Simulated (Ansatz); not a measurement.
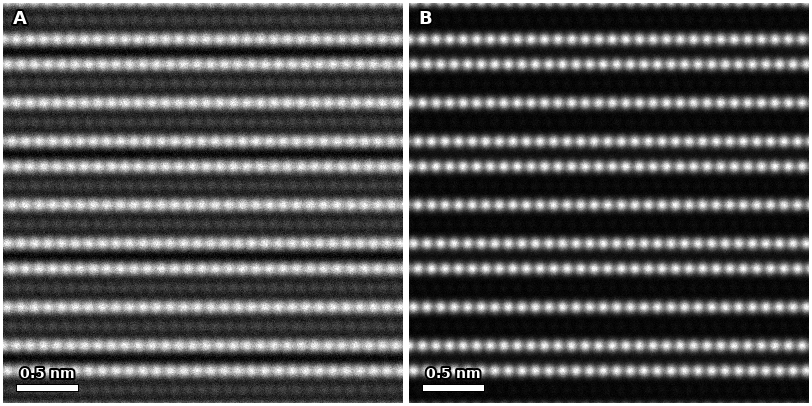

Two simulated images of the same area of Ta₃Si₂ (R-3m, No. 166) along [310], with a probe of 0.80 Å. One is incoherent Z contrast (Z^1.7 per atom), the other the projected potential of neutral atoms blurred by the probe (iDPC-like, thin sample). Brightness is counted from the darkest point of the image. Shot noise was added. Model: coordinates from a relaxation with Ansatz 0.2.0, DFT PBE, scalar-relativistic, plane waves, PAW; the starting structure was generated, so it need not be a known form of this composition.

**Which panel is which, and how can one tell?**

B is the Z-contrast image and A the potential image. The columns of 1 Si per repeat reach about 3 % of the brightest peak (1 Ta) in B but about 25 % in A, mainly since the potential grows much more slowly with atomic number. The Si columns show clearly in A alone.
